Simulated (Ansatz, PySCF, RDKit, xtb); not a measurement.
# Isomers of C7H4ClF, a sample narrowed down, part 2 of 2

A sample of isomers of C7H4ClF is drawn. Aim: find which of them has the lowest free energy at 298.15 K, then its properties. The sample is small against all isomers, and the most stable one of this formula need not be in it.

xtb, Ansatz and PySCF; isolated molecules. The steps go on from the part before.

**11. c196a at CCSD(T)/def2-SVP**

Input file input.yaml:

```yaml
basis:
  gaussian:
    orbitals: def2-SVP
crystal:
  periodic: [false, false, false]
  atoms:
    - {symbol: C, position_ang: [2.372712, -1.422669, -1.179343]}
    - {symbol: C, position_ang: [1.684626, -1.454795, -0.164440]}
    - {symbol: C, position_ang: [0.874525, -1.520716, 0.998191]}
    - {symbol: C, position_ang: [0.730671, -0.526140, 1.935605]}
    - {symbol: C, position_ang: [-0.125645, -0.707839, 3.052576]}
    - {symbol: C, position_ang: [-0.844639, -0.820095, 4.039779]}
    - {symbol: C, position_ang: [1.447338, 0.784452, 1.774409]}
    - {symbol: Cl, position_ang: [0.306984, 2.106726, 1.278397]}
    - {symbol: F, position_ang: [0.213200, -2.680025, 1.160658]}
    - {symbol: H, position_ang: [2.977572, -1.390269, -2.075553]}
    - {symbol: H, position_ang: [-1.487989, -0.927670, 4.901869]}
    - {symbol: H, position_ang: [2.228706, 0.718088, 0.995814]}
    - {symbol: H, position_ang: [1.899510, 1.104759, 2.731535]}
total_charge: 0
correlation:
  method: ccsd_t
  frozen_orbitals: {H: 0, C: 1, Cl: 5, F: 1}
```

Command:

```bash
$ ansatz run input.yaml --threads 2 --pin off --max-ram 5220MiB --events-out events.jsonl --progress --plain --runs-dir runs
```

Standard output (excerpt; [...] marks lines left out):

```text
Warning: RAYON_NUM_THREADS=2 ignored (pool sized by the plan → 2); use --threads N
Functional definition: HF
  name "HF"
[...]
1520 factors; integrals over basis functions are off by at most 1.3e-3 eV
[...]
mean field -22469.62418165 eV, -825.7434582172 hartree, gradient 2.1e-6 eV, S^2 0.000000; 0 other end points of the search recorded, 0 dependent functions left out; unrestricted orbitals would lower it
13 core orbitals not correlated: weight in the atoms' cores, before any rotation towards them, 1.000 or more for the frozen orbitals, at most 0.000 for the correlated occupied ones
reference -22469.62418165 eV, -825.7434582172 hartree; 23, 23 occupied and 114, 114 virtual orbitals, 1520 factors
second order -33.10119138 eV of doubles, -0.00000000 eV of singles
cycle   1  -33.11373511 eV  change   -1.3e-2 eV  update   1.5e-1
[...]
cycle  10  -34.36245427 eV  change    3.2e-5 eV  update   2.7e-5
perturbative correction -1.38974881 eV, -0.0510723269 hartree
Total energy: -22505.37638473 eV, -827.0573274470 hartree
```

Wall time 1.9 min (2 threads of AMD EPYC 7R43 (Zen 3), shared host); peak memory 1.4 GiB.

For c769a, c196a, c872a the log finds that unrestricted Hartree-Fock orbitals lie lower, a sign to watch the closed-shell reference there.

**12. Free energies and the winner**

Energies in kcal/mol from c769a; G adds the thermal terms to the CCSD(T)/def2-SVP + MP2/def2-TZVPP - MP2/def2-SVP energy. The columns left of the relaxed level are at the tight-binding geometries.

```tsv
label	SMILES	spin	GFN2-xTB	HF/STO-3G	r2SCAN-D4/def2-SVP	PBE-D3(BJ)/def2-SVP	HF/def2-SVP	MP2/def2-SVP	CCSD(T)/def2-SVP + MP2/def2-TZVPP - MP2/def2-SVP	G	share at equilibrium	T1
c769a	Fc1c(Cl)ccc2c1C2	singlet	0.0	0.0	0.0	0.0	0.0	0.0	0.0	0.0	100.0 %	0.011
c196a	C#C/C(F)=C(/C#C)CCl	singlet	44.2	46.4	49.9	50.3	33.0	39.7	33.5	27.9	< 0.1 %	0.013
c872a	C#C/C=C(\Cl)C#CCF	singlet	37.5	50.8	50.5	50.4	32.4	40.4	34.3	28.3	< 0.1 %	0.013
```

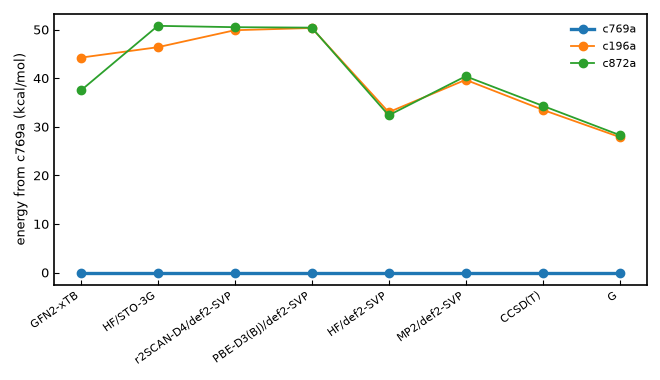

The finalists at each level, measured from c769a.

Lowest found: c769a, `Fc1c(Cl)ccc2c1C2`, a singlet. Bond lengths: C1–C2 1.427 Å, C2–C3 1.410 Å, C3–C4 1.417 Å, C4–C5 1.386 Å, C1–C6 1.377 Å, C5–C6 1.368 Å, C5–C7 1.496 Å, C6–C7 1.506 Å, C2–Cl8 1.740 Å, C1–F9 1.337 Å, C3–H10 1.100 Å, C4–H11 1.100 Å, C7–H12 1.109 Å, C7–H13 1.109 Å. Some angles: C1–C2–C3 122.1°, C1–C2–Cl8 118.1°, C3–C2–Cl8 119.9°, C2–C1–C6 114.6°, C2–C1–F9 120.1°, C6–C1–F9 125.2°, C2–C3–C4 121.7°, C3–C4–C5 113.5°, C4–C5–C6 125.4°, C4–C5–C7 171.4°.

```xyz
13

C     1.6775    0.8832    1.2038
C     1.1404   -0.2046    1.9546
C    -0.2152   -0.5808    1.8619
C    -1.1227    0.1031    1.0148
C    -0.5435    1.1481    0.3124
C     0.7691    1.5244    0.3921
C    -0.1230    2.3081   -0.5337
Cl    2.2120   -1.0787    3.0107
F     2.9697    1.2072    1.3214
H    -0.5518   -1.4306    2.4735
H    -2.1784   -0.1989    0.9502
H    -0.4234    3.3361   -0.2470
H    -0.0075    2.1776   -1.6286
```

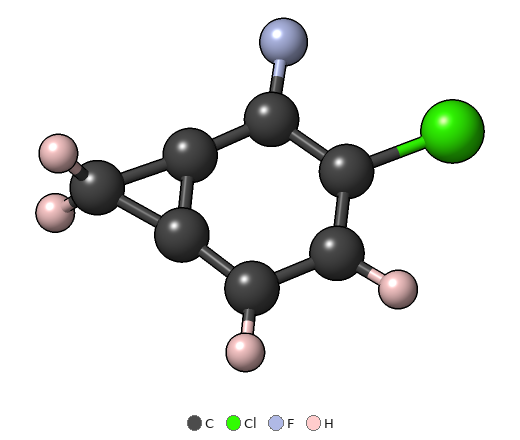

The lowest structure found, seen from a chosen angle (carbon dark grey, chlorine green, fluorine light blue, hydrogen pink).

**13. Density, orbitals and dipole (PBE0/def2-SVPD)**

Input file input.yaml:

```yaml
crystal:
  periodic: [false, false, false]
  atoms:
    - {symbol: C, position_ang: [1.677463, 0.883182, 1.203784]}
    - {symbol: C, position_ang: [1.140389, -0.204620, 1.954605]}
    - {symbol: C, position_ang: [-0.215192, -0.580848, 1.861934]}
    - {symbol: C, position_ang: [-1.122657, 0.103147, 1.014831]}
    - {symbol: C, position_ang: [-0.543466, 1.148109, 0.312430]}
    - {symbol: C, position_ang: [0.769129, 1.524380, 0.392085]}
    - {symbol: C, position_ang: [-0.122999, 2.308133, -0.533707]}
    - {symbol: Cl, position_ang: [2.211965, -1.078727, 3.010749]}
    - {symbol: F, position_ang: [2.969666, 1.207172, 1.321420]}
    - {symbol: H, position_ang: [-0.551822, -1.430627, 2.473493]}
    - {symbol: H, position_ang: [-2.178357, -0.198934, 0.950226]}
    - {symbol: H, position_ang: [-0.423383, 3.336094, -0.247019]}
    - {symbol: H, position_ang: [-0.007509, 2.177570, -1.628574]}
basis:
  gaussian:
    orbitals: def2-SVPD
magnetization:
  spin_polarized: false
  initial_magnetization: 0
hamiltonian:
  xc: pbe0
output: {forces: true, orbitals: {seedname: orbitals}}
```

Command:

```bash
$ ansatz run input.yaml --threads 2 --pin off --max-ram 5220MiB --events-out events.jsonl --progress --plain --runs-dir runs
```

Standard output (excerpt; [...] marks lines left out):

```text
Warning: RAYON_NUM_THREADS=2 ignored (pool sized by the plan → 2); use --threads N
Functional definition: PBE0
  name "PBE0"
[...]
1910 factors; their error is unknown
[...]
mean field -22534.94315934 eV, -828.1438863725 hartree, gradient 2.4e-5 eV, S^2 0.000000; 0 other end points of the search recorded, 0 dependent functions left out
[...]
reference -22534.94320211 eV, -828.1438879445 hartree; 36, 36 occupied and 186, 186 virtual orbitals, 1910 factors
[...]
Atom 8 at     2.969666     1.207172     1.321420 Å, force    -0.513725    -0.092353    -0.077525 eV/Å
Atom 9 at    -0.551822    -1.430627     2.473493 Å, force     0.079344     0.245902    -0.182499 eV/Å
Atom 10 at    -2.178357    -0.198934     0.950226 Å, force     0.314411     0.093148     0.017044 eV/Å
Atom 11 at    -0.423383     3.336094    -0.247019 Å, force     0.095203    -0.343394    -0.068973 eV/Å
Atom 12 at    -0.007509     2.177570    -1.628574 Å, force    -0.033935     0.017212     0.360953 eV/Å
Dipole moment:    -0.529928     0.109524    -0.251426 e Å
```

Run time: 22 s. Hardware: 2 threads of AMD EPYC 7R43 (Zen 3), shared host; peak memory 0.81 GiB.

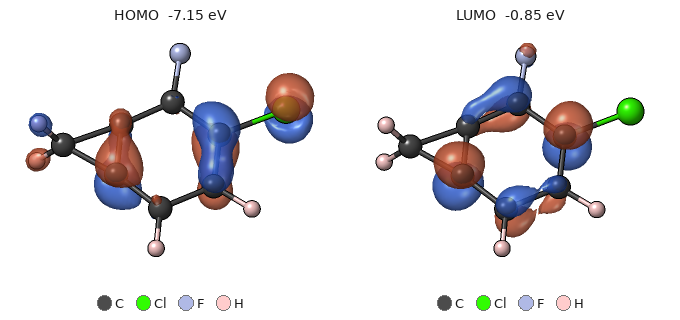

Frontier orbitals of this run, surfaces at ±0.2 Å^-3/2.

**14. Electronic excitations (TD-PBE0/def2-SVPD)**

An in-house driver calls PySCF's response routines at TD-PBE0/def2-SVPD; it has no typed input.

Standard output:

```text
coarse grid: 12792 points
cycle   1  E = -827.9954152564  dE =  1.634e+00  |g| = 4.769e-01  |ddm| = 7.535e+00
cycle   2  E = -827.9290978145  dE =  6.632e-02  |g| = 7.344e-01  |ddm| = 2.480e+00
cycle   3  E = -828.0409787491  dE = -1.119e-01  |g| = 1.146e-01  |ddm| = 1.683e+00
cycle   4  E = -828.0441721541  dE = -3.193e-03  |g| = 5.140e-02  |ddm| = 4.498e-01
cycle   5  E = -828.0448001614  dE = -6.280e-04  |g| = 1.273e-02  |ddm| = 1.403e-01
cycle   6  E = -828.0448329729  dE = -3.281e-05  |g| = 3.486e-03  |ddm| = 4.568e-02
cycle   7  E = -828.0448358659  dE = -2.893e-06  |g| = 1.107e-03  |ddm| = 1.015e-02
final grid: 123296 points
cycle   8  E = -828.1439012410  dE = -2.305e-05  |g| = 7.139e-03  |ddm| = 1.318e-01
cycle   9  E = -828.1438888899  dE =  1.235e-05  |g| = 1.048e-02  |ddm| = 4.463e-02
cycle  10  E = -828.1439138786  dE = -2.499e-05  |g| = 1.148e-03  |ddm| = 2.431e-02
cycle  11  E = -828.1439141644  dE = -2.858e-07  |g| = 2.389e-04  |ddm| = 2.958e-03
cycle  12  E = -828.1439141766  dE = -1.221e-08  |g| = 1.202e-04  |ddm| = 8.792e-04
cycle  13  E = -828.1439141804  dE = -3.838e-09  |g| = 3.056e-05  |ddm| = 3.245e-04
cycle  14  E = -828.1439141806  dE = -2.283e-10  |g| = 7.753e-06  |ddm| = 8.697e-05
converged SCF energy = -828.1439141806

Static polarisability (au): isotropic 94.016, principal 56.257 95.484 130.307

Singlet excitations
state   eV       nm        f      main configurations
  1   5.0782    244.1   0.01405   H->L+1 0.65, H-1->L 0.29
  2   5.5497    223.4   0.07123   H->L 0.76, H-1->L+1 0.14
  3   6.0546    204.8   0.00000   H->L+2 0.90
  4   6.4268    192.9   0.28582   H-1->L 0.65, H->L+1 0.24
  5   6.4342    192.7   0.00001   H-2->L 0.73, H-2->L+1 0.16
  6   6.5306    189.9   0.00219   H-2->L+1 0.70, H-2->L 0.16, H-3->L+1 0.11
  7   6.5506    189.3   0.53572   H-1->L+1 0.79, H->L 0.14
  8   6.6198    187.3   0.00022   H->L+3 0.85

Triplet excitations (Tamm-Dancoff, eV): 3.7753 4.3603 4.5106
```

Wall time 32 s (2 threads of AMD EPYC 7R43 (Zen 3), shared host); peak memory 1.1 GiB.

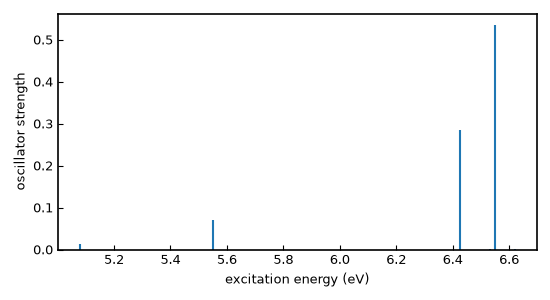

Vertical excitations as sticks.

The roots found:

```tsv
excited state	energy (eV)	strength
1	5.078	0.0140
2	5.550	0.0712
3	6.055	0.0000
4	6.427	0.2858
5	6.434	0.0000
6	6.531	0.0022
7	6.551	0.5357
8	6.620	0.0002
```

**15. NMR shieldings (GIAO PBE0/pcSseg-1)**

An in-house driver calls PySCF's response routines at GIAO PBE0/pcSseg-1; it has no typed input.

Standard output:

```text
coarse grid: 12792 points
cycle   1  E = -828.3529140724  dE =  1.715e+00  |g| = 5.108e-01  |ddm| = 3.962e+00
cycle   2  E = -828.2785185466  dE =  7.440e-02  |g| = 7.956e-01  |ddm| = 1.200e+00
cycle   3  E = -828.4028743068  dE = -1.244e-01  |g| = 1.153e-01  |ddm| = 8.355e-01
cycle   4  E = -828.4059366360  dE = -3.062e-03  |g| = 5.476e-02  |ddm| = 1.968e-01
cycle   5  E = -828.4066364903  dE = -6.999e-04  |g| = 1.343e-02  |ddm| = 6.555e-02
cycle   6  E = -828.4066713692  dE = -3.488e-05  |g| = 3.496e-03  |ddm| = 1.888e-02
cycle   7  E = -828.4066740476  dE = -2.678e-06  |g| = 1.378e-03  |ddm| = 5.351e-03
final grid: 123296 points
cycle   8  E = -828.4659002339  dE = -3.003e-05  |g| = 7.500e-03  |ddm| = 3.964e-02
cycle   9  E = -828.4658880946  dE =  1.214e-05  |g| = 1.065e-02  |ddm| = 2.129e-02
cycle  10  E = -828.4659135959  dE = -2.550e-05  |g| = 1.384e-03  |ddm| = 1.330e-02
cycle  11  E = -828.4659139377  dE = -3.418e-07  |g| = 3.650e-04  |ddm| = 1.820e-03
cycle  12  E = -828.4659139670  dE = -2.930e-08  |g| = 1.502e-04  |ddm| = 5.602e-04
cycle  13  E = -828.4659139725  dE = -5.547e-09  |g| = 3.524e-05  |ddm| = 1.661e-04
cycle  14  E = -828.4659139728  dE = -2.647e-10  |g| = 1.022e-05  |ddm| = 4.879e-05
converged SCF energy = -828.4659139728

GIAO shielding tensors (ppm)
atom      isotropic    diamagn.    paramagn.     s11        s22        s33       span
  0 C       27.240     246.066    -218.826    -16.180     19.423     78.477     94.658
  1 C       49.068     256.212    -207.144    -20.253     50.062    117.396    137.648
  2 C       41.961     251.432    -209.471    -44.142     29.153    140.872    185.014
  3 C       65.681     251.527    -185.846     -7.672     32.504    172.211    179.883
  4 C       47.054     263.903    -216.850    -95.341     29.733    206.769    302.110
  5 C       68.786     273.418    -204.632    -55.769     46.903    215.226    270.996
  6 C      156.350     255.189     -98.840    125.813    151.223    192.013     66.201
  7 Cl     740.229    1144.153    -403.924    515.685    723.216    981.786    466.102
  8 F      291.622     471.141    -179.520    197.026    284.077    393.763    196.737
  9 H       23.672      29.532      -5.860     19.171     23.722     28.123      8.952
 10 H       23.935      29.960      -6.025     20.046     24.891     26.869      6.824
 11 H       27.475      28.145      -0.671     23.414     23.932     35.077     11.663
 12 H       27.473      30.296      -2.822     23.414     23.932     35.074     11.660
```

Wall time 23 s (2 threads of AMD EPYC 7R43 (Zen 3), shared host); peak memory 1.1 GiB.

Isotropic shieldings, averaged over atoms that the bond graph makes equivalent (absolute, not shifts):

```tsv
atoms	shielding (ppm)
C1	27.2
C2	49.1
C3	42.0
C4	65.7
C5	47.1
C6	68.8
C7	156.3
Cl8	740.2
F9	291.6
H10	23.67
H11	23.94
H12, H13	27.47
```

**16. The cation at the same geometry (PBE0/def2-SVPD)**

Edit input.yaml of step 13 so:

```diff
@@ -17,9 +17,5 @@
 basis:
-  gaussian:
-    orbitals: def2-SVPD
-magnetization:
-  spin_polarized: false
-  initial_magnetization: 0
-hamiltonian:
-  xc: pbe0
-output: {forces: true, orbitals: {seedname: orbitals}}
+  gaussian: {orbitals: def2-SVPD}
+magnetization: {spin_polarized: true, initial_magnetization: 1}
+hamiltonian: {xc: pbe0}
+total_charge: 1
```

Command:

```bash
$ ansatz run input.yaml --threads 2 --pin off --max-ram 5220MiB --events-out events.jsonl --progress --plain --runs-dir runs
```

Standard output (excerpt; [...] marks lines left out):

```text
Warning: RAYON_NUM_THREADS=2 ignored (pool sized by the plan → 2); use --threads N
[... 2 set-up lines as earlier in the session ...]
[...]
1910 factors; their error is unknown
[...]
mean field -22526.00782561 eV, -827.8155189148 hartree, gradient 2.9e-5 eV, S^2 0.762761; 2 other end points of the search recorded, 0 dependent functions left out
reference -22526.00787087 eV, -827.8155205781 hartree; 36, 35 occupied and 186, 187 virtual orbitals, 1910 factors
Total energy: -22526.00787087 eV, -827.8155205781 hartree
```

It took 41 s on 2 threads of AMD EPYC 7R43 (Zen 3), shared host; peak memory 1 GiB.

Difference from the parent: 8.94 eV.

**17. The anion at the same geometry (PBE0/def2-SVPD)**

Input file input.yaml:

```yaml
crystal:
  periodic: [false, false, false]
  atoms:
    - symbol: C
      position_ang: [1.677463, 0.883182, 1.203784]
    - symbol: C
      position_ang: [1.140389, -0.204620, 1.954605]
    - symbol: C
      position_ang: [-0.215192, -0.580848, 1.861934]
    - symbol: C
      position_ang: [-1.122657, 0.103147, 1.014831]
    - symbol: C
      position_ang: [-0.543466, 1.148109, 0.312430]
    - symbol: C
      position_ang: [0.769129, 1.524380, 0.392085]
    - symbol: C
      position_ang: [-0.122999, 2.308133, -0.533707]
    - symbol: Cl
      position_ang: [2.211965, -1.078727, 3.010749]
    - symbol: F
      position_ang: [2.969666, 1.207172, 1.321420]
    - symbol: H
      position_ang: [-0.551822, -1.430627, 2.473493]
    - symbol: H
      position_ang: [-2.178357, -0.198934, 0.950226]
    - symbol: H
      position_ang: [-0.423383, 3.336094, -0.247019]
    - symbol: H
      position_ang: [-0.007509, 2.177570, -1.628574]
basis:
  gaussian:
    orbitals: def2-SVPD
total_charge: -1
magnetization:
  spin_polarized: true
  initial_magnetization: 1
hamiltonian:
  xc: {name: PBE0}
scf:
  lower_state_search: off
```

Command:

```bash
$ ansatz run input.yaml --threads 2 --pin off --max-ram 5220MiB --events-out events.jsonl --progress --plain --runs-dir runs
```

Standard output (excerpt; [...] marks lines left out):

```text
Warning: RAYON_NUM_THREADS=2 ignored (pool sized by the plan → 2); use --threads N
[... 2 set-up lines as earlier in the session ...]
[...]
1910 factors; their error is unknown
[...]
mean field -22534.09946864 eV, -828.1128813112 hartree, gradient 2.6e-6 eV, S^2 0.762063; 0 other end points of the search recorded, 0 dependent functions left out
reference -22534.09951061 eV, -828.1128828538 hartree; 37, 36 occupied and 185, 186 virtual orbitals, 1910 factors
Total energy: -22534.09951061 eV, -828.1128828538 hartree
Checks for a lower state left out: stability, starts, cluster_reference, orbital_swaps, neighbouring_geometries, increment
```

Wall time 3.7 min (2 threads of AMD EPYC 7R43 (Zen 3), shared host); peak memory 1.5 GiB.

Parent less the species with the added electron: -0.84 eV. The extra electron isn't bound at this geometry, so the number measures the basis, not the molecule.

**18. The triplet at the same geometry (PBE0/def2-SVPD)**

Input file input.yaml:

```yaml
crystal:
  periodic: [false, false, false]
  atoms:
    - {symbol: C, position_ang: [1.677463, 0.883182, 1.203784]}
    - {symbol: C, position_ang: [1.140389, -0.204620, 1.954605]}
    - {symbol: C, position_ang: [-0.215192, -0.580848, 1.861934]}
    - {symbol: C, position_ang: [-1.122657, 0.103147, 1.014831]}
    - {symbol: C, position_ang: [-0.543466, 1.148109, 0.312430]}
    - {symbol: C, position_ang: [0.769129, 1.524380, 0.392085]}
    - {symbol: C, position_ang: [-0.122999, 2.308133, -0.533707]}
    - {symbol: Cl, position_ang: [2.211965, -1.078727, 3.010749]}
    - {symbol: F, position_ang: [2.969666, 1.207172, 1.321420]}
    - {symbol: H, position_ang: [-0.551822, -1.430627, 2.473493]}
    - {symbol: H, position_ang: [-2.178357, -0.198934, 0.950226]}
    - {symbol: H, position_ang: [-0.423383, 3.336094, -0.247019]}
    - {symbol: H, position_ang: [-0.007509, 2.177570, -1.628574]}
basis:
  gaussian:
    orbitals: def2-SVPD
hamiltonian:
  xc: {name: PBE0}
magnetization:
  spin_polarized: true
  initial_magnetization: 2
total_charge: 0
```

Command:

```bash
$ ansatz run input.yaml --threads 2 --pin off --max-ram 5220MiB --events-out events.jsonl --progress --plain --runs-dir runs
```

Standard output (excerpt; [...] marks lines left out):

```text
Warning: RAYON_NUM_THREADS=2 ignored (pool sized by the plan → 2); use --threads N
[... 2 set-up lines as earlier in the session ...]
[...]
1910 factors; their error is unknown
[...]
mean field -22531.08025816 eV, -828.0019273725 hartree, gradient 1.7e-5 eV, S^2 2.056048; 4 other end points of the search recorded, 0 dependent functions left out
reference -22531.08030049 eV, -828.0019289282 hartree; 37, 35 occupied and 185, 187 virtual orbitals, 1910 factors
Total energy: -22531.08030049 eV, -828.0019289282 hartree
```

It took 68 s on 2 threads of AMD EPYC 7R43 (Zen 3), shared host; peak memory 1.1 GiB.

It lies 3.86 eV above the singlet.

**19. Summary of results**

The summary covers parts 1 to 2.

```
                                           quantity                                                                  value
                             lowest structure found                                              Fc1c(Cl)ccc2c1C2, singlet
                                      next finalist                C#C/C(F)=C(/C#C)CCl, singlet, 27.9 kcal/mol higher in G
          share at equilibrium, among the finalists                                                                100.0 %
                                             funnel  4 starts, 4 minima at GFN2-xTB, 7 screening runs, 3 relaxed, 3 ranked
                               CPU time of all runs                                                                 38 min
                     dipole moment (PBE0/def2-SVPD)                                                                 2.87 D
                       HOMO energy (PBE0/def2-SVPD)                                                               -7.15 eV
                       LUMO energy (PBE0/def2-SVPD)                                                               -0.85 eV
                     HOMO–LUMO gap (PBE0/def2-SVPD)                                                                6.30 eV
              lowest excitation (TD-PBE0/def2-SVPD)                                                    5.08 eV (f = 0.014)
lowest triplet excitation, same level, Tamm-Dancoff                                                                3.78 eV
                         vertical ionisation energy                                                                8.94 eV
                         vertical electron affinity                     -0.84 eV (unbound: the value depends on the basis)
                      vertical triplet less singlet                                                               +3.86 eV
```

The search ends on `Fc1c(Cl)ccc2c1C2`. Among the finalists first place is clear (27.9 kcal/mol); structures outside the list aren't covered. GFN2-xTB, HF/STO-3G, r2SCAN-D4/def2-SVP, PBE-D3(BJ)/def2-SVP, HF/def2-SVP and MP2/def2-SVP already put its bonding pattern lowest among the structures in one piece. The largest share of the time went into the final energies (40 %). The search is not exhaustive (a finite list of starts, one conformer a finalist), so a lower isomer can't be ruled out. Only 4 drawn patterns were tried, so whole families of isomers are missing, and the result ranks this sample alone.
